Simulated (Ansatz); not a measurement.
# Tc of Cu (Fm-3m) from its phonons

Aim: the phonon-mediated transition temperature of Cu (Fm-3m) at ambient pressure, over a range of μ*. The cell shown first is a relaxed one, from steps not shown here.

Method: DFT PBE, scalar-relativistic, plane waves, PAW; PAW set soft_1, in Ansatz 0.2.0.

## Step 1: The cell after earlier relaxation steps

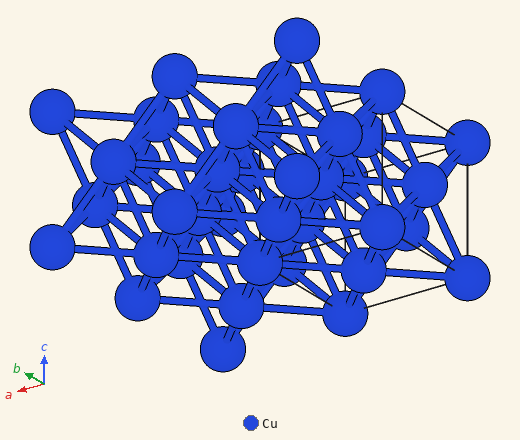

Start, viewed from a free direction; copper blue. 2×2×1 cells are drawn. This picture shows the conventional cell, with its axes. Some periodic images of atoms are drawn too.

## Step 2: Coupling and resistivity: q 6×6×6, k 18×18×18, scattering 24×24×24

The run that gives the couplings also evaluates McMillan's and Allen and Dynes's formulas and, where asked, the Eliashberg equations, over a range of μ*.

input.yaml reads:

```yaml
crystal:
  lattice:
    - [0.0, 1.8145812382, 1.8145812382]
    - [1.8145812382, 0.0, 1.8145812382]
    - [1.8145812382, 1.8145812382, 0.0]
  atoms:
    - { symbol: Cu, position: [0.0, 0.0, 0.0] }
kpoints:
  mp_grid: { grid: [18, 18, 18] }
hamiltonian:
  xc: pbe
  pseudopotentials: { kind: paw, azcp: { folder: soft_1 } }
scf:
  occupations: { method: methfessel_paxton, width: 0.2 }
output:
  eigenvalues: true
phonons:
  method: dfpt
  qmesh: [6, 6, 6]
  temperatures: { t_max: 1000, t_step: 50 }
  qpath:
    path:
      - [[0.0, 0.0, 0.0], [0.5, 0.0, 0.5], [0.625, 0.25, 0.625]]
      - [[0.375, 0.375, 0.75], [0.0, 0.0, 0.0], [0.5, 0.5, 0.5], [0.5, 0.25, 0.75], [0.5, 0.0, 0.5]]
    npoints: 6
  electrical_resistivity:
    mesh: [24, 24, 24]
    temperatures: [20.0, 50.0, 80.0, 100.0, 150.0, 200.0, 273.0, 300.0, 400.0, 500.0, 600.0, 800.0]
  superconductivity: { mesh: [24, 24, 24] }
```

Launch:

```console
$ ansatz run input.yaml --threads 16 --pin off --max-ram 92160MiB --backend cuda --events-out ev --progress --plain --runs-dir out --max-vram 78GiB
```

Numbers of over 12 decimals in the logs are rounded to 6 here.

Log:

```text
Engine: ansatz 0.2.0, aarch64-unknown-linux-gnu
Pseudopotentials: kind: paw
Pseudopotential: Cu, paw, valence charge 19, recommended cutoff 420 eV (normal), soft_1/Cu.paw.azcp
Functional definition: PBE
  parameter kappa = 0.804
  parameter beta = 0.066725
  exchange = pbe_x(kappa = kappa, mu = beta*pi^2/3)
  correlation = pbe_c(beta = beta)
[...]
Crystal: 1 atoms, lattice volume = 11.950 Å³
Basis set: ecut = 420 eV, 259 PW (Γ), exchange–correlation on 36×36×36 points (8 copies of the dense FFT grid, shifted against one another)
Bands: 14, of which v1, the nominal top of the filled ones, is band 10 counted from 1 (9 counted from 0)
Symmetry: 48 space group operations
k-points: 195 of 5832
Non-local potential: Cu, projectors of the file, l = 0: 3, l = 1: 2, l = 2: 3, l = 3: 1
PAW form: soft (Blöchl's): semilocal exchange-correlation on the pseudo side does not see the compensation charge
PAW one-centre angular grid: Cu, 590 points (default); XC on 64 Gauss nodes
Initial density: superposition of atomic densities (chi_scale 0.1, normalization cell)
Initial wavefunctions: pseudopotential atomic-orbital guess
[...]
Functional: x = pbe(κ = 0.804, μ = 0.219515), c = pbe(β = 0.066725)
SCF iter   1: F=—  HF=-6626.091168 eV  |F-HF|=—  |Δ(HF+E_count)|=         —  Δρ=2.66e-1  dr2=5.06e0  ethr=3.10e-3  ⟨swp⟩=4.2  Hψ=12413  notcnv=0
preconditioner: auto → none  [metal: Δε(μ)=0.023 eV  Ē_g=15.727 eV  σ=0.200 eV  W_gap=0.10  n_scr=0 (ndim 8)  ℏωp=35.6 eV  f_vac=0.000  D(μ)=0.49/eV (n_scr^D=0)]
SCF iter   2: F=—  HF=-6625.197593 eV  |F-HF|=—  |Δ(HF+E_count)|=   8.94e-1  S|Δr|=    0.00e0  Δρ=3.36e-2  dr2=1.04e-1  ethr=3.10e-3  ⟨swp⟩=2.8  Hψ=6811  notcnv=0
[...]
SCF iter   8: F=-6625.183901 eV  HF=-6625.183901 eV  |F-HF|=9.09e-13  |Δ(HF+E_count)|=  3.46e-11  S|Δr|=    0.00e0  Δρ=3.48e-8  dr2=1.16e-13  ethr=1.00e-12  ⟨swp⟩=5.0  Hψ=10603  notcnv=0
SCF 1 converged in 8 iterations: F = -6625.183901 eV  dr2 = 1.16e-13
  greatest PAW one-centre occupation: 1.000 electrons in one spin orbital (limit 2), on the Cu atom at site 0 (counted from 0), in its partial waves of l = 0
[...]
NSCF: frozen V_eff on 195 k-points, pencils in batches of 32, up to order 56
[...]
NSCF: frozen V_eff on 195 k-points
[...]
DFPT response loops at q = (0, 0, 0) (fractional): preconditioner auto → Kerker (q_TF=auto, 2.948 Å⁻¹) (partly filled bands, converged f_vac=0.000); β = 1.00, the filter's whole step (`scf.mixing.beta` (0.50) is not read by the response loops under this deck's `scf.mixing.preconditioner`; to damp them name `kerker` or `kerker_dos`, under which they read `scf.mixing.beta`, and type it under 1.00, their step now; both keys bind the ground state too); Anderson in place of MSR1; while a model of the screening serves, it and β = 1 on shorter waves in the place of filter and β
[...]
NSCF: frozen V_eff on 195 k-points
[...]
DFPT response loops at q = (0, 0, 0.166667) (fractional): mixed as the last ones told, above
[...]
DFPT response loops at q = (0, 0, 0.333333) (fractional): mixed as the last ones told, above
[...]
DFPT response loops at q = (0, 0, -0.5) (fractional): mixed as the last ones told, above
[...]
DFPT response loops at q = (0, 0.166667, 0.166667) (fractional): mixed as the last ones told, above
[...]
DFPT response loops at q = (0, 0.166667, 0.333333) (fractional): mixed as the last ones told, above
[...]
DFPT response loops at q = (0, 0.166667, -0.5) (fractional): mixed as the last ones told, above
[...]
DFPT response loops at q = (0, 0.166667, -0.333333) (fractional): mixed as the last ones told, above
[...]
DFPT response loops at q = (0, 0.166667, -0.166667) (fractional): mixed as the last ones told, above
[...]
DFPT response loops at q = (0, 0.333333, 0.333333) (fractional): mixed as the last ones told, above
[...]
DFPT response loops at q = (0, 0.333333, -0.5) (fractional): mixed as the last ones told, above
[...]
DFPT response loops at q = (0, 0.333333, -0.333333) (fractional): mixed as the last ones told, above
[...]
DFPT response loops at q = (0, -0.5, -0.5) (fractional): mixed as the last ones told, above
[...]
SCF 2 converged in 8 iterations: F = -6625.183901 eV  dr2 = 1.30e-13
[...]
SCF converged after 8 iterations
[...]
mean free path at 20 K (of a tensor a third of its trace): 102567 nm by what each carries, 79889 by the Fermi surface alone
  Hall coefficient in a weak field at 20 K (a third of the trace): -4.847e-11 m³/C (as a tensor it moves by 3.0 % between the two finest meshes); by each state's relaxation time: -5.229e-11 m³/C; by a constant relaxation time: -4.928e-11 m³/C
  mean free path at 50 K (of a tensor a third of its trace): 1437 nm by what each carries, 1103 by the Fermi surface alone
  Hall coefficient in a weak field at 50 K (a third of the trace): -5.148e-11 m³/C (as a tensor it moves by 5.4 % between the two finest meshes); by each state's relaxation time: -4.876e-11 m³/C; by a constant relaxation time: -4.918e-11 m³/C
  mean free path at 80 K (of a tensor a third of its trace): 314 nm by what each carries, 270 by the Fermi surface alone
  Hall coefficient in a weak field at 80 K (a third of the trace): -4.827e-11 m³/C (as a tensor it moves by 5.6 % between the two finest meshes); by each state's relaxation time: -4.685e-11 m³/C; by a constant relaxation time: -4.908e-11 m³/C
  mean free path at 100 K (of a tensor a third of its trace): 185 nm by what each carries, 168 by the Fermi surface alone
  Hall coefficient in a weak field at 100 K (a third of the trace): -4.620e-11 m³/C (as a tensor it moves by 5.2 % between the two finest meshes); by each state's relaxation time: -4.591e-11 m³/C; by a constant relaxation time: -4.904e-11 m³/C
  mean free path at 150 K (of a tensor a third of its trace): 90.9 nm by what each carries, 86.4 by the Fermi surface alone
  Hall coefficient in a weak field at 150 K (a third of the trace): -4.405e-11 m³/C (as a tensor it moves by 4.5 % between the two finest meshes); by each state's relaxation time: -4.468e-11 m³/C; by a constant relaxation time: -4.897e-11 m³/C
  mean free path at 200 K (of a tensor a third of its trace): 61.5 nm by what each carries, 59.3 by the Fermi surface alone
  Hall coefficient in a weak field at 200 K (a third of the trace): -4.345e-11 m³/C (as a tensor it moves by 4.1 % between the two finest meshes); by each state's relaxation time: -4.428e-11 m³/C; by a constant relaxation time: -4.894e-11 m³/C
  mean free path at 273 K (of a tensor a third of its trace): 42.6 nm by what each carries, 41.2 by the Fermi surface alone
  Hall coefficient in a weak field at 273 K (a third of the trace): -4.320e-11 m³/C (as a tensor it moves by 4.0 % between the two finest meshes); by each state's relaxation time: -4.411e-11 m³/C; by a constant relaxation time: -4.891e-11 m³/C
  mean free path at 300 K (of a tensor a third of its trace): 38.3 nm by what each carries, 37.1 by the Fermi surface alone
  Hall coefficient in a weak field at 300 K (a third of the trace): -4.317e-11 m³/C (as a tensor it moves by 3.9 % between the two finest meshes); by each state's relaxation time: -4.409e-11 m³/C; by a constant relaxation time: -4.891e-11 m³/C
  mean free path at 400 K (of a tensor a third of its trace): 28.1 nm by what each carries, 27.3 by the Fermi surface alone
  Hall coefficient in a weak field at 400 K (a third of the trace): -4.313e-11 m³/C (as a tensor it moves by 3.9 % between the two finest meshes); by each state's relaxation time: -4.406e-11 m³/C; by a constant relaxation time: -4.888e-11 m³/C
  mean free path at 500 K (of a tensor a third of its trace): 22.2 nm by what each carries, 21.6 by the Fermi surface alone
  Hall coefficient in a weak field at 500 K (a third of the trace): -4.315e-11 m³/C (as a tensor it moves by 4.0 % between the two finest meshes); by each state's relaxation time: -4.406e-11 m³/C; by a constant relaxation time: -4.885e-11 m³/C
  mean free path at 600 K (of a tensor a third of its trace): 18.4 nm by what each carries, 17.9 by the Fermi surface alone
  Hall coefficient in a weak field at 600 K (a third of the trace): -4.318e-11 m³/C (as a tensor it moves by 4.0 % between the two finest meshes); by each state's relaxation time: -4.407e-11 m³/C; by a constant relaxation time: -4.883e-11 m³/C
  mean free path at 800 K (of a tensor a third of its trace): 13.8 nm by what each carries, 13.3 by the Fermi surface alone
  Hall coefficient in a weak field at 800 K (a third of the trace): -4.329e-11 m³/C (as a tensor it moves by 4.0 % between the two finest meshes); by each state's relaxation time: -4.409e-11 m³/C; by a constant relaxation time: -4.877e-11 m³/C
  the resistivity times a path that all electrons share, by the Fermi surface of the deck's mesh alone (a third of the trace): 6.773e-16 Ω·m²
  not converged in the mesh (λ; λ_tr): between neighbouring meshes, the two finest first, λ moves by 1.62 % and 2.25 %, λ_tr by 3.46 % and 15.30 % and the resistivity by up to 1.85 % and 27.51 %; an estimate, no bound, puts it up to 8.5e-7 % above the Boltzmann equation's exact value after up to 7 iterations (at most 30 are made, fewer where the estimate is under 1.0e-6 % of each spin channel's own resistivity)
  vibrations of 216 cells: unjudged by the run; compare a larger repeat
  the changes of the potential over all sites missed a rigid shift's by 0.00 % (the site terms' by 0.00 %)
  at the force constants' own smearing the fine mesh and the k-points of their solves give squared frequencies that differ by 2.0 % of the larger at the most, at (0, 0.1667, 0.1667)
--- Superconductivity: potentials and phonons of a 6×6×6 supercell ---
           mesh         λ    ħω_log (meV)  μ* declared at (meV)
       24×24×24    0.1265          17.911               19.874
       12×12×12    0.1244          17.894               19.803
          6×6×6    0.1272          18.173               19.893
  λ by the species' shares of the modes' patterns: Cu 0.1265
  with the Fermi level up to 30.1 meV (the hardest mode) off, states and modes as they are: density of states 0.1530 to 0.1555 /eV of one spin and cell, λ 0.1244 to 0.1287
  transition temperature on the deck's mesh (K), isotropic and anisotropic, restricted to the Fermi surface (FSR) and over the full bandwidth (FBW), and the last with the density of states resolved in a narrower window:
        μ*   McMillan   Allen–Dynes      iso. FSR      iso. FBW    aniso. FSR    aniso. FBW  narrow window
      0.08      0.000         0.000    none_found    none_found    none_found    none_found     none_found
      0.10      0.000         0.000    none_found    none_found    none_found    none_found     none_found
      0.12          -             -    none_found    none_found    none_found    none_found     none_found
      0.13          -             -    none_found    none_found    none_found    none_found     none_found
      0.14          -             -    none_found    none_found    none_found    none_found     none_found
      0.16          -             -    none_found    none_found    none_found    none_found     none_found
      0.20          -             -    none_found    none_found    none_found    none_found     none_found
  none_found: no transition down to 0.1 K
  isotope coefficients −∂ln Tc/∂ln M under μ* = 0.13, the force constants as they are, of the isotropic transitions restricted to the Fermi surface and over the full bandwidth: Cu - and -
  converged in the mesh: between neighbouring meshes, the two finest first, λ moves by 1.62 % and 2.25 % and the anisotropic transition temperature over the full bandwidth at μ* = 0.13 by nothing (neither mesh has one) and nothing (neither mesh has one); converged means that the two finest part by at most 2.00 % and 5.00 %
  vibrations of 216 cells: unjudged by the run; compare a larger repeat
  the changes of the potential over all sites missed a rigid shift's by 0.00 % (the site terms' by 0.00 %)
  at the force constants' own smearing the fine mesh and the k-points of their solves give squared frequencies that differ by 2.0 % of the larger at the most, at (0, 0.1667, 0.1667)
```

Run time: 39 s. Hardware: 1 × NVIDIA GB200 with 16 threads of Arm Neoverse V2, shared host; peak memory 4.3 GiB; 3.9 min of CPU time.

Numbers from this step:

* volume per atom: 11.95 Å³/atom
* metallic on mesh: yes
* gap on the k-mesh: 0 eV
* zero-point energy: 0.02998 eV/cell
* share of imaginary modes in the plain interpolation between solved wavevectors: 0
* highest frequency, solved or plainly interpolated: 241.6 cm⁻¹
* Debye temperature (second moment): 312 K
* resistivity at 300 K: 1.824 μΩ cm
* coupling constant λ: 0.1265
* density of states at the Fermi level: 0.1535 states/eV a spin and cell
* log mean phonon energy ħω_log: 17.91 meV
* transport coupling constant λ_tr: 0.1306, 0.1306, 0.1306 (xx, yy, zz)
* Drude plasma energy: 8.882, 8.882, 8.882 eV (xx, yy, zz)
* resistivity times mean free path: 6.773, 6.773, 6.773 × 10⁻¹⁶ Ω m² (xx, yy, zz)
* second-moment phonon energy ħω₂: 19.87 meV
* coupling λ by branch: 0.0455, 0.0478, 0.0332 (branches by rank of frequency)

An empty cell: under 1 mK by a formula, or no transition down to the floor of the Eliashberg search. Transition temperatures:

```tsv
μ*	McMillan Tc (K)	Allen–Dynes Tc (K)
0.08	-	-
0.1	-	-
0.12	-	-
0.13	-	-
0.14	-	-
0.16	-	-
0.2	-	-
```

## Step 3: Coupling and resistivity: q 6×6×6, k 24×24×24, scattering 36×36×36

The next rung changes the k mesh of the density and its response; the scattering mesh, which samples the Fermi surface.

Edit input.yaml of step 2 so:

```diff
@@ -8,3 +8,3 @@
 kpoints:
-  mp_grid: { grid: [18, 18, 18] }
+  mp_grid: { grid: [24, 24, 24] }
 hamiltonian:
@@ -26,4 +26,4 @@
   electrical_resistivity:
-    mesh: [24, 24, 24]
+    mesh: [36, 36, 36]
     temperatures: [20.0, 50.0, 80.0, 100.0, 150.0, 200.0, 273.0, 300.0, 400.0, 500.0, 600.0, 800.0]
-  superconductivity: { mesh: [24, 24, 24] }
+  superconductivity: { mesh: [36, 36, 36] }
```

Log:

```text
[...]
Crystal: 1 atoms, lattice volume = 11.950 Å³
Basis set: ecut = 420 eV, 259 PW (Γ), exchange–correlation on 36×36×36 points (8 copies of the dense FFT grid, shifted against one another)
Bands: 14, of which v1, the nominal top of the filled ones, is band 10 counted from 1 (9 counted from 0)
Symmetry: 48 space group operations
k-points: 413 of 13824
[...]
SCF iter   1: F=—  HF=-6626.091438 eV  |F-HF|=—  |Δ(HF+E_count)|=         —  Δρ=2.66e-1  dr2=5.07e0  ethr=3.10e-3  ⟨swp⟩=4.2  Hψ=26252  notcnv=0
[...]
SCF iter   2: F=—  HF=-6625.198254 eV  |F-HF|=—  |Δ(HF+E_count)|=   8.93e-1  S|Δr|=    0.00e0  Δρ=3.33e-2  dr2=1.03e-1  ethr=3.10e-3  ⟨swp⟩=2.8  Hψ=14385  notcnv=0
[...]
SCF iter   8: F=-6625.184595 eV  HF=-6625.184595 eV  |F-HF|=9.09e-13  |Δ(HF+E_count)|=  3.73e-11  S|Δr|=    0.00e0  Δρ=4.36e-8  dr2=1.77e-13  ethr=1.00e-12  ⟨swp⟩=5.0  Hψ=22066  notcnv=0
SCF 1 converged in 8 iterations: F = -6625.184595 eV  dr2 = 1.77e-13
[...]
NSCF: frozen V_eff on 413 k-points, pencils in batches of 32, up to order 56
[...]
NSCF: frozen V_eff on 413 k-points
[...]
SCF 2 converged in 8 iterations: F = -6625.184595 eV  dr2 = 1.93e-13
[...]
SCF converged after 8 iterations
[...]
not converged in the mesh (λ; λ_tr; the resistivity at 20 K by 2.39 %): between neighbouring meshes, the two finest first, λ moves by 1.62 % and 7.68 %, λ_tr by 1.38 % and 17.41 % and the resistivity by up to 2.39 % and 22.63 %; an estimate, no bound, puts it up to 7.3e-7 % above the Boltzmann equation's exact value after up to 7 iterations (at most 30 are made, fewer where the estimate is under 1.0e-6 % of each spin channel's own resistivity)
  vibrations of 216 cells: unjudged by the run; compare a larger repeat
[...]
--- Superconductivity: potentials and phonons of a 6×6×6 supercell ---
           mesh         λ    ħω_log (meV)  μ* declared at (meV)
       36×36×36    0.1277          17.877               19.866
       18×18×18    0.1256          17.916               19.863
          9×9×9    0.1353          17.544               19.462
  λ by the species' shares of the modes' patterns: Cu 0.1277
[...]
0.08      0.000         0.000    none_found    none_found    none_found    none_found     none_found
      0.10      0.000         0.000    none_found    none_found    none_found    none_found     none_found
      0.12          -             -    none_found    none_found    none_found    none_found     none_found
      0.13          -             -    none_found    none_found    none_found    none_found     none_found
      0.14          -             -    none_found    none_found    none_found    none_found     none_found
      0.16          -             -    none_found    none_found    none_found    none_found     none_found
      0.20          -             -    none_found    none_found    none_found    none_found     none_found
  none_found: no transition down to 0.1 K
[...]
vibrations of 216 cells: unjudged by the run; compare a larger repeat
[...]
```

Wall time 69 s (1 × NVIDIA GB200 with 16 threads); peak memory 4.4 GiB; 9.9 min of CPU time.

This step gave:

| Quantity | Value |
| --- | --- |
| zero-point energy | 0.03009 eV/cell |
| highest frequency, solved or plainly interpolated | 242.2 cm⁻¹ |
| Debye temperature (second moment) | 313 K |
| resistivity at 300 K | 1.82 μΩ cm |
| coupling constant λ | 0.1277 |
| density of states at the Fermi level | 0.1533 states/eV a spin and cell |
| log mean phonon energy ħω_log | 17.88 meV |
| transport coupling constant λ_tr | 0.1293, 0.1293, 0.1293 (xx, yy, zz) |
| Drude plasma energy | 8.893, 8.893, 8.893 eV (xx, yy, zz) |
| resistivity times mean free path | 6.757, 6.757, 6.757 × 10⁻¹⁶ Ω m² (xx, yy, zz) |
| coupling λ by branch | 0.0455, 0.0482, 0.034 (branches by rank of frequency) |

An empty cell: under 1 mK by a formula, or no transition down to the floor of the Eliashberg search. Transition temperatures:

```tsv
μ*	McMillan Tc (K)	Allen–Dynes Tc (K)
0.08	-	-
0.1	-	-
0.12	-	-
0.13	-	-
0.14	-	-
0.16	-	-
0.2	-	-
```

The value for the log mean phonon energy ħω_log stays at 17.9 meV, as in step 2 (changed since: k-mesh 24×24×24 and scattering mesh 36×36×36).

(Continued in part 2 of 2.)

[Logs are printed without paths, hosts, clocks, repeated set-up lines and the standing remarks that a program may print on its own settings, such as how far it seeks lower states.]

[Hosts, paths, dates, database ids (printed as entryN), source tags and the programs' standing remarks are cut or masked in the printed files.]
